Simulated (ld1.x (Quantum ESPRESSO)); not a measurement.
# Pseudopotential generation for Ru: PAW, PBEsol, part 2 of 2

Task: generate the file, and judge it by its errors in other configurations, its logarithmic derivatives, its ghosts and its cutoff.

ld1.x (Quantum ESPRESSO) 7.5; PBEsol, scalar-relativistic. The steps go on from the part before.

## Step 3: Transferability test

Input file Ru.test.in:

```
 &input
   title='Ru', zed=44., rel=1, dft='PBESOL', iswitch=2,
   config='[Kr] 4d7 5s0.75 5p0.25'
 /
 &test
   file_pseudo='Ru.UPF', nconf=8,
   configts(1)='4d7 5s0.75 5p0.25',
   configts(2)='4d7 5s1 5p0',
   configts(3)='4d7 5s0 5p0',
   configts(4)='4d6 5s0 5p0',
   configts(5)='4d7 5s0.5 5p0',
   configts(6)='4d5 5s0 5p0',
   configts(7)='4d6 5s1 5p0',
   configts(8)='4d7.5 5s0.5 5p0'
 /
```

Launch:

```sh
$ ld1.x < Ru.test.in > Ru.test.out
```

Ru.test.out, the pseudopotential blocks:

```text
     ---------------------- Testing the pseudopotential ----------------------

     Ru
     scalar relativistic calculation

     atomic number is 44.00   valence charge is  8.00
     dft =SLA  PW   PSX  PSC   lsd =0 sic =0 latt =0  beta=0.20 tr2=1.0E-14
     mesh =1233 r(mesh) = 101.06970 xmin = -7.00 dx = 0.01250

     n l     nl             e AE (Ry)        e PS (Ry)    De AE-PS (Ry)
     3 2     4D   1( 7.00)       -0.41465       -0.41466        0.00000
     1 0     5S   1( 0.75)       -0.33601       -0.33601        0.00000
     2 1     5P   1( 0.25)       -0.08169       -0.08169        0.00000

     eps = 5.2E-17  iter =  4

     Etot =   -9056.807100 Ry,   -4528.403550 Ha, -123224.138079 eV
     Etotps =  -284.391188 Ry,    -142.195594 Ha,   -3869.339233 eV

     Ekin =      77.774690 Ry,      38.887345 Ha,    1058.178568 eV
     Encl =    -131.280566 Ry,     -65.640283 Ha,   -1786.163090 eV
     Ehrt =      31.137670 Ry,      15.568835 Ha,     423.649576 eV
     Ecxc =    -262.022982 Ry,    -131.011491 Ha,   -3565.004287 eV
     (Ecc =     -20.275718 Ry,     -10.137859 Ha,    -275.865196 eV)

     ---------------------- End of pseudopotential test ----------------------

     ---------------------- Testing the pseudopotential ----------------------

     Ru
     scalar relativistic calculation

     atomic number is 44.00   valence charge is  8.00
     dft =SLA  PW   PSX  PSC   lsd =0 sic =0 latt =0  beta=0.20 tr2=1.0E-14
     mesh =1233 r(mesh) = 101.06970 xmin = -7.00 dx = 0.01250

     n l     nl             e AE (Ry)        e PS (Ry)    De AE-PS (Ry)
     3 2     4D   1( 7.00)       -0.38341       -0.38343        0.00003
     1 0     5S   1( 1.00)       -0.31370       -0.31366       -0.00004
     2 1     5P   1( 0.00)       -0.06357       -0.06355       -0.00002

     eps = 1.1E-15  iter =  9

     Etot =   -9056.870064 Ry,   -4528.435032 Ha, -123224.994752 eV
     Etotps =  -284.454162 Ry,    -142.227081 Ha,   -3870.196032 eV
     dEtot_ae =      -0.062964 Ry
     dEtot_ps =      -0.062974 Ry,   Delta E=       0.000009 Ry

     Ekin =      77.755289 Ry,      38.877644 Ha,    1057.914594 eV
     Encl =    -131.549875 Ry,     -65.774937 Ha,   -1789.827225 eV
     Ehrt =      31.390752 Ry,      15.695376 Ha,     427.092934 eV
     Ecxc =    -262.050327 Ry,    -131.025164 Ha,   -3565.376335 eV
     (Ecc =     -20.275718 Ry,     -10.137859 Ha,    -275.865196 eV)

     ---------------------- End of pseudopotential test ----------------------

     ---------------------- Testing the pseudopotential ----------------------

     Ru
     scalar relativistic calculation

     atomic number is 44.00   valence charge is  8.00
     dft =SLA  PW   PSX  PSC   lsd =0 sic =0 latt =0  beta=0.20 tr2=1.0E-14
     mesh =1233 r(mesh) = 101.06970 xmin = -7.00 dx = 0.01250

     n l     nl             e AE (Ry)        e PS (Ry)    De AE-PS (Ry)
     3 2     4D   1( 7.00)       -0.92212       -0.92157       -0.00055
     1 0     5S   1( 0.00)       -0.76879       -0.76901        0.00022
     2 1     5P   1( 0.00)       -0.44196       -0.44232        0.00036

     eps = 2.5E-16  iter =  7

     Etot =   -9056.333607 Ry,   -4528.166804 Ha, -123217.695881 eV
     Etotps =  -283.917490 Ry,    -141.958745 Ha,   -3862.894241 eV
     dEtot_ae =       0.473493 Ry
     dEtot_ps =       0.473698 Ry,   Delta E=      -0.000205 Ry

     Ekin =      77.798933 Ry,      38.899466 Ha,    1058.508407 eV
     Encl =    -127.226733 Ry,     -63.613367 Ha,   -1731.007888 eV
     Ehrt =      27.284114 Ry,      13.642057 Ha,     371.219287 eV
     Ecxc =    -261.773804 Ry,    -130.886902 Ha,   -3561.614046 eV
     (Ecc =     -20.275718 Ry,     -10.137859 Ha,    -275.865196 eV)

     ---------------------- End of pseudopotential test ----------------------

     ---------------------- Testing the pseudopotential ----------------------

     Ru
     scalar relativistic calculation

     atomic number is 44.00   valence charge is  8.00
     dft =SLA  PW   PSX  PSC   lsd =0 sic =0 latt =0  beta=0.20 tr2=1.0E-14
     mesh =1233 r(mesh) = 101.06970 xmin = -7.00 dx = 0.01250

     n l     nl             e AE (Ry)        e PS (Ry)    De AE-PS (Ry)
     3 2     4D   1( 6.00)       -1.77344       -1.78495        0.01151  !
     1 0     5S   1( 0.00)       -1.39537       -1.39774        0.00237
     2 1     5P   1( 0.00)       -0.97839       -0.98027        0.00188

     eps = 7.0E-17  iter =  7

     Etot =   -9054.997085 Ry,   -4527.498543 Ha, -123199.511572 eV
     Etotps =  -282.576709 Ry,    -141.288355 Ha,   -3844.651987 eV
     dEtot_ae =       1.810015 Ry
     dEtot_ps =       1.814479 Ry,   Delta E=      -0.004464 Ry

     Ekin =      74.578329 Ry,      37.289165 Ha,    1014.689858 eV
     Encl =    -117.792498 Ry,     -58.896249 Ha,   -1602.648583 eV
     Ehrt =      21.514102 Ry,      10.757051 Ha,     292.714273 eV
     Ecxc =    -260.876642 Ry,    -130.438321 Ha,   -3549.407536 eV
     (Ecc =     -20.275718 Ry,     -10.137859 Ha,    -275.865196 eV)

     ---------------------- End of pseudopotential test ----------------------

     ---------------------- Testing the pseudopotential ----------------------

     Ru
     scalar relativistic calculation

     atomic number is 44.00   valence charge is  8.00
     dft =SLA  PW   PSX  PSC   lsd =0 sic =0 latt =0  beta=0.20 tr2=1.0E-14
     mesh =1233 r(mesh) = 101.06970 xmin = -7.00 dx = 0.01250

     n l     nl             e AE (Ry)        e PS (Ry)    De AE-PS (Ry)
     3 2     4D   1( 7.00)       -0.64205       -0.64176       -0.00029
     1 0     5S   1( 0.50)       -0.53424       -0.53437        0.00013
     2 1     5P   1( 0.00)       -0.24333       -0.24345        0.00012

     eps = 8.7E-17  iter =  9

     Etot =   -9056.658789 Ry,   -4528.329395 Ha, -123222.120204 eV
     Etotps =  -284.242823 Ry,    -142.121412 Ha,   -3867.320627 eV
     dEtot_ae =       0.148311 Ry
     dEtot_ps =       0.148365 Ry,   Delta E=      -0.000054 Ry

     Ekin =      77.836320 Ry,      38.918160 Ha,    1059.017081 eV
     Encl =    -129.523228 Ry,     -64.761614 Ha,   -1762.253299 eV
     Ehrt =      29.359901 Ry,      14.679950 Ha,     399.461802 eV
     Ecxc =    -261.915816 Ry,    -130.957908 Ha,   -3563.546211 eV
     (Ecc =     -20.275718 Ry,     -10.137859 Ha,    -275.865196 eV)

     ---------------------- End of pseudopotential test ----------------------

     ---------------------- Testing the pseudopotential ----------------------

     Ru
     scalar relativistic calculation

     atomic number is 44.00   valence charge is  8.00
     dft =SLA  PW   PSX  PSC   lsd =0 sic =0 latt =0  beta=0.20 tr2=1.0E-14
     mesh =1233 r(mesh) = 101.06970 xmin = -7.00 dx = 0.01250

     n l     nl             e AE (Ry)        e PS (Ry)    De AE-PS (Ry)
     3 2     4D   1( 5.00)       -2.74396       -2.78484        0.04088  !
     1 0     5S   1( 0.00)       -2.10337       -2.11544        0.01207  !
     2 1     5P   1( 0.00)       -1.60530       -1.62216        0.01686  !

     eps = 6.5E-17  iter =  7

     Etot =   -9052.747344 Ry,   -4526.373672 Ha, -123168.902276 eV
     Etotps =  -280.302242 Ry,    -140.151121 Ha,   -3813.706280 eV
     dEtot_ae =       4.059757 Ry
     dEtot_ps =       4.088947 Ry,   Delta E=      -0.029190 Ry

     Ekin =      68.849248 Ry,      34.424624 Ha,     936.741740 eV
     Encl =    -105.286578 Ry,     -52.643289 Ha,   -1432.496869 eV
     Ehrt =      15.855405 Ry,       7.927702 Ha,     215.723770 eV
     Ecxc =    -259.720316 Ry,    -129.860158 Ha,   -3533.674921 eV
     (Ecc =     -20.275718 Ry,     -10.137859 Ha,    -275.865196 eV)

     ---------------------- End of pseudopotential test ----------------------

     ---------------------- Testing the pseudopotential ----------------------

     Ru
     scalar relativistic calculation

     atomic number is 44.00   valence charge is  8.00
     dft =SLA  PW   PSX  PSC   lsd =0 sic =0 latt =0  beta=0.20 tr2=1.0E-14
     mesh =1233 r(mesh) = 101.06970 xmin = -7.00 dx = 0.01250

     n l     nl             e AE (Ry)        e PS (Ry)    De AE-PS (Ry)
     3 2     4D   1( 6.00)       -1.13335       -1.14120        0.00785  !
     1 0     5S   1( 1.00)       -0.86789       -0.86833        0.00044
     2 1     5P   1( 0.00)       -0.51188       -0.51198        0.00010

     eps = 5.9E-15  iter = 16

     Etot =   -9056.125560 Ry,   -4528.062780 Ha, -123214.865249 eV
     Etotps =  -283.706662 Ry,    -141.853331 Ha,   -3860.025780 eV
     dEtot_ae =       0.681540 Ry
     dEtot_ps =       0.684526 Ry,   Delta E=      -0.002986 Ry

     Ekin =      75.539253 Ry,      37.769627 Ha,    1027.763897 eV
     Encl =    -123.741400 Ry,     -61.870700 Ha,   -1683.587520 eV
     Ehrt =      25.767482 Ry,      12.883741 Ha,     350.584451 eV
     Ecxc =    -261.271997 Ry,    -130.635998 Ha,   -3554.786607 eV
     (Ecc =     -20.275718 Ry,     -10.137859 Ha,    -275.865196 eV)

     ---------------------- End of pseudopotential test ----------------------

     ---------------------- Testing the pseudopotential ----------------------

     Ru
     scalar relativistic calculation

     atomic number is 44.00   valence charge is  8.00
     dft =SLA  PW   PSX  PSC   lsd =0 sic =0 latt =0  beta=0.20 tr2=1.0E-14
     mesh =1233 r(mesh) = 101.06970 xmin = -7.00 dx = 0.01250

     n l     nl             e AE (Ry)        e PS (Ry)    De AE-PS (Ry)
     3 2     4D   1( 7.50)       -0.30339       -0.30228       -0.00111
     1 0     5S   1( 0.50)       -0.28024       -0.28085        0.00061
     2 1     5P   1( 0.00)       -0.04746       -0.04787        0.00041

     eps = 2.3E-15  iter = 10

     Etot =   -9056.893095 Ry,   -4528.446548 Ha, -123225.308099 eV
     Etotps =  -284.476680 Ry,    -142.238340 Ha,   -3870.502414 eV
     dEtot_ae =      -0.085995 Ry
     dEtot_ps =      -0.085492 Ry,   Delta E=      -0.000503 Ry

     Ekin =      78.412901 Ry,      39.206451 Ha,    1066.861874 eV
     Encl =    -132.684622 Ry,     -66.342311 Ha,   -1805.266245 eV
     Ehrt =      32.020036 Ry,      16.010018 Ha,     435.654789 eV
     Ecxc =    -262.224997 Ry,    -131.112498 Ha,   -3567.752832 eV
     (Ecc =     -20.275718 Ry,     -10.137859 Ha,    -275.865196 eV)

     ---------------------- End of pseudopotential test ----------------------
```

Energies count from the reference configuration 4d7 5s0.75 5p0.25; the error is all-electron less pseudo. The frozen-core shift comes from a second all-electron run, not shown, with the core orbitals held at their reference shape; it is that run's ΔE less the relaxed one.

| valence configuration | charge | ΔE all-electron (eV) | error AE − PS (meV) | frozen-core shift (meV) |
| --- | --- | --- | --- | --- |
| 4d7 5s1 5p0 | 0 | -0.857 | +0.1 | -0.1 |
| 4d7 5s0 5p0 | +1 | 6.442 | -2.8 | +3.3 |
| 4d6 5s0 5p0 | +2 | 24.627 | -61 | +60 |
| 4d7 5s0.5 5p0 | +0.5 | 2.018 | -0.7 | +0.8 |
| 4d5 5s0 5p0 | +3 | 55.236 | -397 | +393 |
| 4d6 5s1 5p0 | +1 | 9.273 | -41 | +41 |
| 4d7.5 5s0.5 5p0 | 0 | -1.170 | -6.8 | +7.7 |

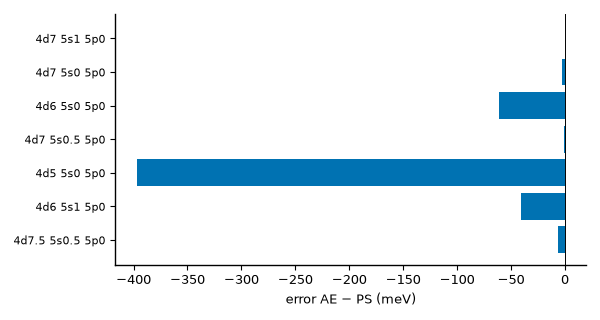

Error of the potential in each test configuration.

## Step 4: Logarithmic derivatives

Taken from the files of the generation run. The phase is arctan(r·u′/u) with u = r·R, unwrapped, with energies in Ry. A pole is an energy at which the radial function vanishes at the test radius. The pseudo phase is shifted by a multiple of π to meet the all-electron one at the reference energy. Levels narrower than the energy grid can be missing from the poles. The last column is the largest difference on the grid between −1 and +1 Ry.

| channel | radius (bohr) | reference (Ry) | poles AE | poles PS | window around the reference with phases within 0.05 rad (Ry) | largest difference near zero (rad) |
| --- | --- | --- | --- | --- | --- | --- |
| s | 3.39 | -0.34 | 0.53 | 0.53 | the whole range | 0.000 |
| p | 3.39 | -0.08 | 1.34 | 1.24, 1.37 | below 1.3 | 0.003 |
| d | 3.39 | -0.41 | -0.31, 2.91 | -0.31, 2.92 | below 4.9 | 0.000 |

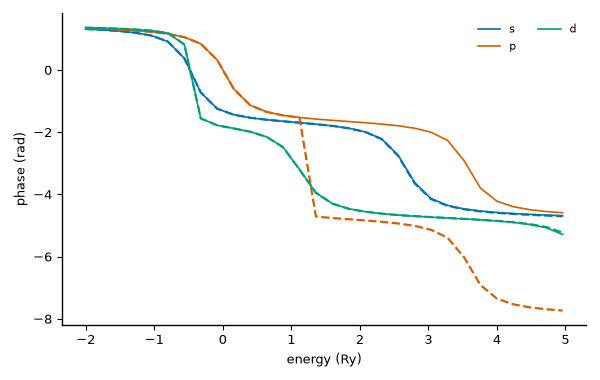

All-electron (solid) and pseudo (dashed) phases against energy.

## Step 5: Plane-wave convergence, by spherical Bessel functions

This step uses the generator's waves and projectors in a separate script. Basis: spherical Bessel functions vanishing at 20 bohr, q² up to the cutoff; potential fixed at the reference.

All-electron valence levels (Ry): 5s -0.3360, 5p -0.0817, 4d -0.4147. The lowest levels of each channel (Ry) by cutoff; the last column sums, over occupied levels, occupation times the distance from the level at 400 Ry. A positive value at high cutoff is not a bound level.

```tsv
cutoff (Ry)	s #1	s #2	p #1	d #1	f #1	Σ f·Δε (mRy)
8	-1.9813	-0.3360	-0.0816	0.0234	0.0917	3066.7
12	-6.2262	-0.3360	-0.0816	-0.0900	0.0917	2272.8
18	-8.9385	-0.3360	-0.0816	-0.3086	0.0917	742.3
25	-9.5924	-0.3360	-0.0816	-0.3895	0.0917	176.6
35	-9.8567	-0.3360	-0.0816	-0.4137	0.0917	6.7
40	-9.8868	-0.3360	-0.0816	-0.4142	0.0917	3.5
50	-9.8972	-0.3360	-0.0816	-0.4144	0.0917	2.0
60	-9.8987	-0.3360	-0.0816	-0.4146	0.0917	0.6
80	-9.8992	-0.3360	-0.0816	-0.4146	0.0917	0.3
400	-9.8993	-0.3360	-0.0816	-0.4147	0.0917	0.0
```

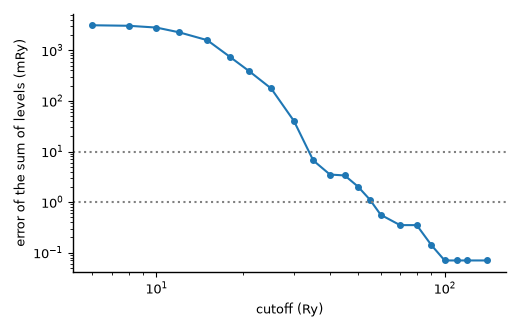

Occupation-weighted error of the valence levels against the cutoff; the dotted lines mark 10 and 1 mRy.

The sum stays within 10 mRy from 35 Ry and within 1 mRy from 60 Ry. The sum leaves out empty levels, which can need more. Ghost test: ghost state, bound below the all-electron valence or empty levels of the same l: s at -134.7 eV.

## Step 6: Summary of results

The summary covers parts 1 to 2.

| quantity | value |
| --- | --- |
| cutoffs for 10 and 1 mRy, occupied levels | 35 Ry and 60 Ry |
| bound ghosts | s at -134.69 eV |
| largest test error (AE − PS) | -397 meV, for 4d5 5s0 5p0 |
| largest phase difference near zero energy, channels read | 0.003 rad |
| lowest eigenvalue of the overlap (Bessel basis) | 0.214 (s) |
| density cutoff estimated by the generator | 166 Ry |

A bound ghost (s) makes it unfit for use: electrons can fall into a state that the atom doesn't have. The worst unpolarised test, 4d5 5s0 5p0, is off by 397 meV on 55.2 eV; by total energies transferability rates as poor. That test lies far up in energy; among those under 40 eV, nearer to bonding, the largest error is 61 meV. Freezing the core accounts for most of it. By its cutoff, 35 Ry for the looser tolerance, it is soft on the atom at that tolerance. The slowest occupied level is 4d: taken alone it needs 35 Ry to come within 1 mRy, against 6 Ry or less for 5s. Near zero energy the phases of the channels with partial waves agree within 0.003 rad. These are tests on the free atom; a crystal test is still owed.
